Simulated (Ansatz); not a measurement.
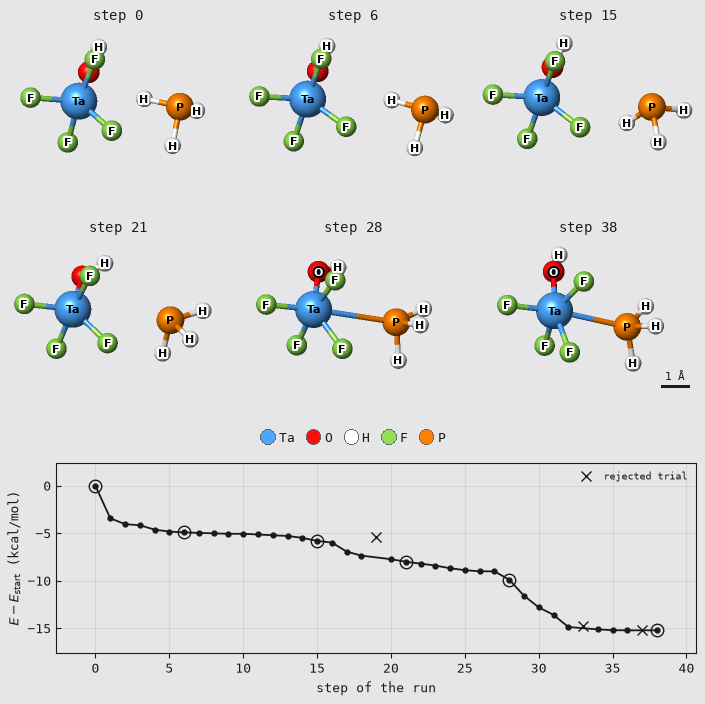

Frames of a relaxation of TaPH₄OF₄, marked on the history of the run. The picture is a ball-and-stick view, seen at a tilt.

The run prepares an end point of a later path (reaction) calculation, from a guessed geometry.

These are results of RKS PBE0/def2-SVP in Ansatz 0.2.0, not measurements.

The input:
```yaml
crystal:
  periodic: [false, false, false]
  atoms:
    - { symbol: Ta, position_ang: [-0.003947, 0.232427, 0.035414] }
    - { symbol: O, position_ang: [1.953725, 0.311146, 0.11288] }
    - { symbol: H, position_ang: [2.420631, 0.551352, 0.926129] }
    - { symbol: F, position_ang: [-0.027162, 0.787527, 1.844465] }
    - { symbol: F, position_ang: [0.143261, -0.468428, -1.705682] }
    - { symbol: F, position_ang: [-0.82946, 1.792057, -0.536027] }
    - { symbol: F, position_ang: [-1.127019, -1.185517, 0.501482] }
    - { symbol: P, position_ang: [1.319091, -2.911102, 1.536641] }
    - { symbol: H, position_ang: [0.486439, -3.490287, 0.532206] }
    - { symbol: H, position_ang: [2.468276, -3.667555, 1.145759] }
    - { symbol: H, position_ang: [1.706465, -1.80832, 0.717532] }
basis:
  gaussian: { orbitals: def2-SVP }
hamiltonian:
  xc: pbe0
relax:
  f_tol: 0.03
  max_steps: 50
```

Launched with:
```bash
ansatz run input.yaml --threads 4 --pin off --max-ram 5120MiB --backend cpu --events-out ev --progress --plain --runs-dir out
```

**Describe the path.**

Over 35 accepted moves (38 points after the start) the energy falls by 15.2 kcal/mol. The largest force component goes from 1.7 to 0.018 eV/Å. The line search rejected the trial steps at points 19, 33, 37 of the run. The forces were under the threshold at step 36, but the run went on from there. The largest move after the best rigid fit is that of H11, 2.00 Å. By element the largest moves are H 2.00 Å, P 0.87 Å, F 0.78 Å, O 0.56 Å, Ta 0.24 Å. Some distances before and after: Ta1–H11 2.749 → 3.675 Å, Ta1–P8 3.726 → 2.825 Å, Ta1–O2 1.961 → 1.878 Å, Ta1–F7 1.868 → 1.901 Å. New bonds form, among them: Ta1–P8 (3.73 → 2.83 Å). Bond angles that change, for instance: Ta1–O2–H3 121.6° → 164.7°, O2–Ta1–F7 128.4° → 162.8°, F6–Ta1–F7 116.6° → 97.0°. From step 0 to 6: H10 moves most (0.52 Å), energy −4.90 kcal/mol. From step 6 to 15: H11 moves most (0.95 Å), energy −0.90 kcal/mol. From step 15 to 21: H11 moves most (0.67 Å), energy −2.19 kcal/mol. From step 21 to 28: H atoms move most (0.52 Å), energy −1.89 kcal/mol. From step 28 to 38: H3 moves most (0.67 Å), energy −5.33 kcal/mol.

Limits of the set-up: the start holds two separate molecules, 2.2 Å apart at their closest, whose relative position is a soft coordinate and is computed without a dispersion correction.
